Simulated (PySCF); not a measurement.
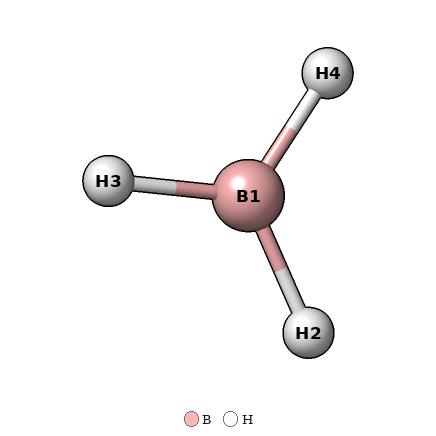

The geometry was computed by an optimisation with PBE0-D3(BJ)/def2-SVP. No frequency run is at hand to confirm it as a minimum. Level of theory: delta-SCF UKS SCAN, pcX-2 on the ionised atom, pcseg-1 elsewhere, spin-free X2C (PySCF 2.14.0).

Give the core-electron binding energies (to vacuum) of B1 1s.

```
atom  level  binding energy (eV)
  B1     1s                197.5
```
